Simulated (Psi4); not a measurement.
# BNH4 (BH2(NH2)): a chain of runs, part 2 of 2

Psi4 1.11.

**4. A single-point energy at MP2/cc-pVTZ (density fitting, density fitting for correlation) (run 3)**

File job.in:

```
memory 1600 mb

molecule mol {
  0 1
  B      0.65135836     1.13100675     0.00610571
  H      2.55112649     1.29248007     1.20893339
  H     -0.15774111     2.86822820    -1.18108828
  N     -0.65859223    -1.14083711    -0.00694663
  H     -2.27369769    -1.41046701    -0.97612858
  H     -0.08767006    -2.68179916     0.95227268
  units bohr
  symmetry c1
}

set {
  basis       cc-pVTZ
  reference   rhf
  freeze_core true
}

energy('mp2')
```

The run is started by

```console
$ psi4 job.in job.out -n 1
```

job.out, cut to the lines that bear on the results:

```text
[...]
  Running in c1 symmetry.
[...]
  Nuclear repulsion =   32.291923284244312
[...]
  Multiplicity = 1
[...]
  Nalpha       = 8
  Nbeta        = 8
[...]
    Number of basis functions: 116
[...]
   @DF-RHF iter   1:   -81.44716678312747   -7.39656e-01   3.55232e-03 DIIS/ADIIS
[...]
   @DF-RHF iter  10:   -81.52658067537509   -9.66338e-12   2.90322e-09 DIIS
[...]
    Orbital Energies [Eh]
    ---------------------
    Doubly Occupied:
       1A    -15.554637     2A     -7.581267     3A     -1.159544
       4A     -0.716127     5A     -0.682490     6A     -0.553506
       7A     -0.462788     8A     -0.438774
[...]
  @DF-RHF Final Energy:   -81.52658067537509
   => Energetics <=
    Nuclear Repulsion Energy =             32.2919232842443122
    One-Electron Energy =                -173.3387434980780313
    Two-Electron Energy =                  59.5202395384586325
    Total Energy =                        -81.5265806753750724
[...]
 Multipole Moments:
 ------------------------------------------------------------------------------------
     Multipole            Electronic (a.u.)      Nuclear  (a.u.)        Total (a.u.)
 ------------------------------------------------------------------------------------
 L = 1.  Multiply by 2.5417464519 to convert [e a0] to [Debye]
 Dipole X            :         -0.1363266           -0.2090559           -0.3453826
 Dipole Y            :         -0.2406025           -0.3592365           -0.5998391
 Dipole Z            :         -0.0042034            0.0002334           -0.0039700
 Magnitude           :                                                    0.6921790
[...]
```

Run time: 2.7 s. Hardware: 1 thread of Intel Xeon Platinum 8375C at 2.90GHz (Ice Lake), shared host; peak memory 0.23 GiB.

**5. The excited states at TDA-B3LYP/def2-TZVP (density fitting, save jk yes) (run 4)**

File bh4n.inp:

```
memory 1.6 GB

molecule m {
  0 1
  B      0.344684     0.598503     0.003231
  H      1.349998     0.683951     0.639740
  H     -0.083473     1.517801    -0.625005
  N     -0.348512    -0.603705    -0.003676
  H     -1.203189    -0.746387    -0.516545
  H     -0.046393    -1.419147     0.503921
  symmetry c1
}

set globals {
  basis def2-TZVP
  reference rks
  save_jk true
}

from psi4.driver.procrouting.response.scf_response import tdscf_excitations
result, w = energy('b3lyp', return_wfn=True)
states = tdscf_excitations(w, states=6, tda=True)
```

The run is started by

```console
$ psi4 bh4n.inp bh4n.out -n 1
```

bh4n.out:

```text
Psi4 1.11 release

   => Loading Basis Set <=

    Name: DEF2-TZVP
    Role: ORBITAL
    Keyword: BASIS

         ---------------------------------------------------------
                                   SCF
                              RKS Reference
                        1 Threads,   1525 MiB Core
         ---------------------------------------------------------

  ==> Geometry <==

    Molecular point group: c1
    Full point group: C1

    Geometry (in Angstrom), charge = 0, multiplicity = 1:

       Center              X                  Y                   Z               Mass
    ------------   -----------------  -----------------  -----------------  -----------------
         B            0.381471086135     0.661446887649     0.003705344712    11.009305360000
         H            1.386785086135     0.746894887649     0.640214344712     1.007825032230
         H           -0.046685913865     1.580744887649    -0.624530655288     1.007825032230
         N           -0.311724913865    -0.540761112351    -0.003201655288    14.003074004430
         H           -1.166401913865    -0.683443112351    -0.516070655288     1.007825032230
         H           -0.009605913865    -1.356203112351     0.504395344712     1.007825032230

  Running in c1 symmetry.

  Rotational constants: A =      4.65805  B =      0.92102  C =      0.76898 [cm^-1]
  Rotational constants: A = 139644.79389  B =  27611.55957  C =  23053.30578 [MHz]
  Nuclear repulsion =   32.291923257925170

  Charge       = 0
  Multiplicity = 1
  Electrons    = 16
  Nalpha       = 8
  Nbeta        = 8

  ==> Algorithm <==

  SCF Algorithm Type is DF.
  DIIS enabled.
  MOM disabled.
  Fractional occupation disabled.
  Guess Type is SAD.
  Energy threshold   = 1.00e-06
  Density threshold  = 1.00e-06
  Integral threshold = 1.00e-12

  ==> Primary Basis <==

  Basis Set: DEF2-TZVP
    Blend: DEF2-TZVP
    Number of shells: 38
    Number of basis functions: 86
    Number of Cartesian functions: 96
    Spherical Harmonics?: true
    Max angular momentum: 3

  ==> DFT Potential <==

   => LibXC <=

    Version 7.1.2

   => Composite Functional: B3LYP <=

    B3LYP Hyb-GGA Exchange-Correlation Functional

    Deriv               =              1
    GGA                 =           TRUE
    Meta                =          FALSE

    Exchange Hybrid     =           TRUE
    MP2 Hybrid          =          FALSE

   => Exchange Functionals <=

    0.0800   Slater exchange
    0.7200         Becke 88

   => Exact (HF) Exchange <=

    0.2000               HF

   => Correlation Functionals <=

    0.1900   Vosko, Wilk & Nusair (VWN5_RPA)
    0.8100   Lee, Yang & Parr

   => LibXC Density Thresholds  <==

    XC_HYB_GGA_XC_B3LYP:  1.00E-15

   => Molecular Quadrature <=

    Radial Scheme          =       TREUTLER
    Pruning Scheme         =           NONE
    Nuclear Scheme         =       TREUTLER

    Blocking Scheme        =         OCTREE
    BS radius alpha        =              1
    Pruning alpha          =              1
    Radial Points          =             75
    Spherical Points       =            302
    Total Points           =         131300
    Total Blocks           =           1029
    Max Points             =            256
    Max Functions          =             86
    Weights Tolerance      =       1.00E-15

   => Loading Basis Set <=

    Name: (DEF2-TZVP AUX)
    Role: JKFIT
    Keyword: DF_BASIS_SCF

  ==> Integral Setup <==

  DFHelper Memory: AOs need 0.014 GiB; user supplied 0.812 GiB.
  SCF_SUBTYPE=INCORE selected. In-core MEM_DF algorithm will be used.
  Using in-core AOs.

  ==> MemDFJK: Density-Fitted J/K Matrices <==

    J tasked:                   Yes
    K tasked:                   Yes
    wK tasked:                   No
    Memory [MiB]:               831
    Algorithm:                 Core
    Schwarz Cutoff:           1E-12
    Mask sparsity (%):       0.0270
    Fitting Condition:        1E-10

   => Auxiliary Basis Set <=

  Basis Set: (DEF2-TZVP AUX)
    Blend: DEF2-UNIVERSAL-JKFIT
    Number of shells: 74
    Number of basis functions: 224
    Number of Cartesian functions: 262
    Spherical Harmonics?: true
    Max angular momentum: 4

  Cached 100.0% of DFT collocation blocks in 0.305 [GiB].

  Minimum eigenvalue in the overlap matrix is 7.3636161576E-04.
  Reciprocal condition number of the overlap matrix is 1.0621650977E-04.
    Using symmetric orthogonalization.

  ==> Pre-Iterations <==

  SCF Guess: Superposition of Atomic Densities via on-the-fly atomic UHF (no occupation information).

   -------------------------
    Irrep   Nso     Nmo
   -------------------------
     A         86      86
   -------------------------
    Total      86      86
   -------------------------

  ==> Iterations <==

                           Total Energy        Delta E     RMS |[F,P]|

   @DF-RKS iter SAD:   -81.44763908602818   -8.14476e+01   0.00000e+00
   @DF-RKS iter   1:   -81.78211405454270   -3.34475e-01   9.64025e-03 DIIS/ADIIS
   @DF-RKS iter   2:   -81.40760728757292    3.74507e-01   1.34257e-02 DIIS/ADIIS
   @DF-RKS iter   3:   -82.07147953010680   -6.63872e-01   1.55985e-03 DIIS/ADIIS
   @DF-RKS iter   4:   -82.07986837285729   -8.38884e-03   6.47628e-04 DIIS/ADIIS
   @DF-RKS iter   5:   -82.08164527434374   -1.77690e-03   4.27314e-05 DIIS
   @DF-RKS iter   6:   -82.08165348726543   -8.21292e-06   4.04820e-06 DIIS
   @DF-RKS iter   7:   -82.08165357768596   -9.04205e-08   5.01886e-07 DIIS
  Energy and wave function converged.

  ==> Post-Iterations <==

   Electrons on quadrature grid:
      Ntotal   =   16.0000035549 ; deviation = 3.555e-06

    Orbital Energies [Eh]
    ---------------------

    Doubly Occupied:

       1A    -14.319959     2A     -6.727965     3A     -0.874538
       4A     -0.529371     5A     -0.518444     6A     -0.396513
       7A     -0.322993     8A     -0.309372

    Virtual:

       9A     -0.000805    10A      0.023444    11A      0.069585
      12A      0.089543    13A      0.129075    14A      0.147285
      15A      0.150020    16A      0.159384    17A      0.199892
      18A      0.288488    19A      0.359808    20A      0.378081
      21A      0.379820    22A      0.441125    23A      0.454705
      24A      0.478027    25A      0.488812    26A      0.509540
      27A      0.530415    28A      0.629676    29A      0.675065
      30A      0.748392    31A      0.764215    32A      0.801907
      33A      0.923711    34A      0.949681    35A      0.961319
      36A      1.036748    37A      1.283940    38A      1.285941
      39A      1.312511    40A      1.520469    41A      1.532873
      42A      1.564095    43A      1.626661    44A      1.717498
      45A      1.751270    46A      1.752121    47A      1.776315
      48A      1.830048    49A      1.832588    50A      1.888507
      51A      1.954610    52A      1.966823    53A      1.973582
      54A      2.098622    55A      2.152985    56A      2.181251
      57A      2.350057    58A      2.386787    59A      2.444528
      60A      2.507195    61A      2.523227    62A      2.531369
      63A      2.563009    64A      2.622335    65A      2.785365
      66A      2.893878    67A      2.963037    68A      2.992191
      69A      3.187105    70A      3.251745    71A      3.435984
      72A      3.609899    73A      4.240077    74A      4.386057
      75A      4.494259    76A      4.585254    77A      4.585645
      78A      4.855830    79A      4.878115    80A      4.906852
      81A      4.997537    82A      5.083358    83A      5.289097
      84A      5.771326    85A     14.835306    86A     31.716491

    Final Occupation by Irrep:
              A
    DOCC [     8 ]
    NA   [     8 ]
    NB   [     8 ]

  @DF-RKS Final Energy:   -82.08165357768596

   => Energetics <=

    Nuclear Repulsion Energy =             32.2919232579251698
    One-Electron Energy =                -173.4727307326598407
    Two-Electron Energy =                  69.2100611421120675
    DFT Exchange-Correlation Energy =     -10.1109072450633448
    Empirical Dispersion Energy =           0.0000000000000000
    VV10 Nonlocal Energy =                  0.0000000000000000
    Total Energy =                        -82.0816535776859553

Computation Completed

Properties will be evaluated at   0.000000,   0.000000,   0.000000 [a0]

Properties computed using the SCF density matrix

 Multipole Moments:

 ------------------------------------------------------------------------------------
     Multipole            Electronic (a.u.)      Nuclear  (a.u.)        Total (a.u.)
 ------------------------------------------------------------------------------------

 L = 1.  Multiply by 2.5417464519 to convert [e a0] to [Debye]
 Dipole X            :         -0.1768660           -0.2090559           -0.3859219
 Dipole Y            :         -0.3107294           -0.3592366           -0.6699659
 Dipole Z            :         -0.0044867            0.0002334           -0.0042533
 Magnitude           :                                                    0.7731805

 ------------------------------------------------------------------------------------

	total time  =          4 seconds =       0.07 minutes

******************************************************************************************
**********                               WARNING                                **********
**********       The names of excited state variables changed between 1.5       **********
**********     and 1.6. For a quick solution, remove the symmetry specifier     **********
**********   from the variable name. For full details, see 'Notes on Psivars'   **********
**********                        in the documentation.                         **********
******************************************************************************************

         ---------------------------------------------------------
                         TDSCF excitation energies
         ---------------------------------------------------------

  ==> Options <==

     Residual threshold  : 1.0000e-04
     Initial guess       : denominators
     Reference           : RHF
     Solver type         : TDA (Davidson)

  ==> Requested Excitations <==

      6 singlet states with A symmetry

  ==> Seeking the lowest 6 singlet states with A symmetry

                         Generalized Davidson Solver

  ==> Options <==

    Max number of iterations        = 60
    Eigenvector tolerance           = 1.0000e-04
    Max number of expansion vectors = 1200

  => Iterations <=
                           Max[D[value]]     Max[|R|]   # vectors
  DavidsonSolver iter   1:   3.54306e-01  1.62834e-01     24
  DavidsonSolver iter   2:   1.89169e-02  3.09207e-02     30
  DavidsonSolver iter   3:   1.03505e-03  4.52165e-03     36
  DavidsonSolver iter   4:   1.83246e-05  5.77851e-04     40
  DavidsonSolver iter   5:   2.25601e-07  5.69051e-05     42      Converged

******************************************************************************************
**********                               WARNING                                **********
**********  Length-gauge rotatory strengths are **NOT** gauge-origin invariant  **********
******************************************************************************************

                                    Excitation Energy         Total Energy        Oscillator Strength             Rotatory Strength
     #   Sym: GS->ES (Trans)        au              eV              au          au (length)    au (velocity)    au (length)    au (velocity)
    ---- -------------------- --------------- --------------- --------------- --------------- --------------- --------------- ---------------
     1        A->A (1 A)       0.26751         7.27929        -81.81414        0.0000          0.0000          0.0000          0.0000
     2        A->A (1 A)       0.28660         7.79882        -81.79505        0.0515          0.0694          0.0000          0.0001
     3        A->A (1 A)       0.30874         8.40112        -81.77292        0.0011          0.0003         -0.0000         -0.0000
     4        A->A (1 A)       0.30887         8.40473        -81.77279        0.2483          0.0580         -0.0001         -0.0000
     5        A->A (1 A)       0.32799         8.92511        -81.75366        0.0000          0.0000          0.0000          0.0000
     6        A->A (1 A)       0.34760         9.45873        -81.73405        0.0566          0.0180          0.0000          0.0000

Contributing excitations
Only contributions with abs(coeff) > 1.00e-01 will be printed:

Excited State    1 (1 A):   0.26751 au   170.32 nm f = 0.0000
  Sums of squares: Xssq =  1.000000e+00
      7a  ->   9a     0.997252 (99.451%)

Excited State    2 (1 A):   0.28660 au   158.98 nm f = 0.0515
  Sums of squares: Xssq =  1.000000e+00
      8a  ->  10a     0.998083 (99.617%)

Excited State    3 (1 A):   0.30874 au   147.58 nm f = 0.0011
  Sums of squares: Xssq =  1.000000e+00
      7a  ->  10a    -0.998436 (99.687%)

Excited State    4 (1 A):   0.30887 au   147.52 nm f = 0.2483
  Sums of squares: Xssq =  1.000000e+00
      7a  ->  11a    -0.113133 ( 1.280%)
      8a  ->   9a    -0.963150 (92.766%)

Excited State    5 (1 A):   0.32799 au   138.92 nm f = 0.0000
  Sums of squares: Xssq =  1.000000e+00
      8a  ->  11a    -0.994660 (98.935%)

Excited State    6 (1 A):   0.34760 au   131.08 nm f = 0.0566
  Sums of squares: Xssq =  1.000000e+00
      4a  ->   9a    -0.131788 ( 1.737%)
      6a  ->   9a     0.978268 (95.701%)

******************************************************************************************
**********                               WARNING                                **********
**********       The names of excited state variables changed between 1.5       **********
**********     and 1.6. For a quick solution, remove the symmetry specifier     **********
**********   from the variable name. For full details, see 'Notes on Psivars'   **********
**********                        in the documentation.                         **********
******************************************************************************************

    Psi4 run time: 0:00:15.32
```

It took 17 s on 1 thread of Intel Xeon Platinum 8375C at 2.90GHz (Ice Lake), shared host; peak memory 0.54 GiB.

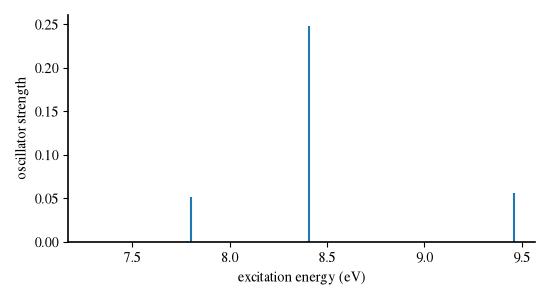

Vertical excitations as sticks.

The roots found:

```tsv
excited state	energy (eV)	strength	label
1	7.279	0.0000	A 1
2	7.799	0.0515	A 1
3	8.401	0.0011	A 1
4	8.405	0.2483	A 1
5	8.925	0.0000	A 1
6	9.459	0.0566	A 1
```

**6. Outcome**

The summary covers parts 1 to 2.

| quantity | value |
| --- | --- |
| run 1, B3LYP/def2-TZVP: total energy at the end | -82.08165 Eh |
| run 1, B3LYP/def2-TZVP: dipole moment | 1.97 D |
| run 1, B3LYP/def2-TZVP: HOMO energy | -8.42 eV |
| run 1, B3LYP/def2-TZVP: LUMO energy | -0.02 eV |
| run 1, B3LYP/def2-TZVP: HOMO–LUMO gap | 8.40 eV |
| run 2, B3LYP/def2-TZVP: lowest harmonic wavenumber | 630 cm⁻¹ |
| run 2, B3LYP/def2-TZVP: highest harmonic wavenumber | 3664 cm⁻¹ |
| run 2, B3LYP/def2-TZVP: zero-point energy | 125.8 kJ/mol |
| run 2, B3LYP/def2-TZVP: ideal-gas entropy at 400 K (symmetry number 2 as used) | 58.2 cal/(mol K) |
| run 3, MP2/cc-pVTZ: total energy | -81.85413 Eh |
| run 3, MP2/cc-pVTZ: HOMO energy (Hartree–Fock orbitals) | -11.94 eV |
| run 3, MP2/cc-pVTZ: LUMO energy (Hartree–Fock orbitals) | 3.64 eV |
| run 3, MP2/cc-pVTZ: HOMO–LUMO gap (Hartree–Fock orbitals) | 15.58 eV |
| run 3, MP2/cc-pVTZ: correlation energy (2 core orbitals frozen) | -327.5 mEh |
| run 4, TDA-B3LYP/def2-TZVP: ground-state or mean-field energy | -82.08165 Eh |
| run 4, TDA-B3LYP/def2-TZVP: dipole moment (B3LYP Kohn–Sham density) | 1.97 D |
| run 4, TDA-B3LYP/def2-TZVP: HOMO energy (B3LYP Kohn–Sham orbitals) | -8.42 eV |
| run 4, TDA-B3LYP/def2-TZVP: LUMO energy (B3LYP Kohn–Sham orbitals) | -0.02 eV |
| run 4, TDA-B3LYP/def2-TZVP: HOMO–LUMO gap (B3LYP Kohn–Sham orbitals) | 8.40 eV |
| run 4, TDA-B3LYP/def2-TZVP: lowest excitation energy | 7.28 eV |

The optimisation (run 1, B3LYP/def2-TZVP) took 4 steps and changed the energy by -0.015 eV. All 12 modes (run 2, B3LYP/def2-TZVP) are real, so the shape is a minimum at this level. The brightest of the 6 transitions from the ground state lies at 8.40 eV (148 nm, f = 0.248); the lowest, at 7.28 eV, has f = 0.000. The basis has no diffuse functions, so Rydberg states are missing or pushed up, and the true lowest state may lie lower. Roots above 8.4 eV lie over the negative of the HOMO energy, where those of Rydberg kind are poorly described; valence roots are less touched.
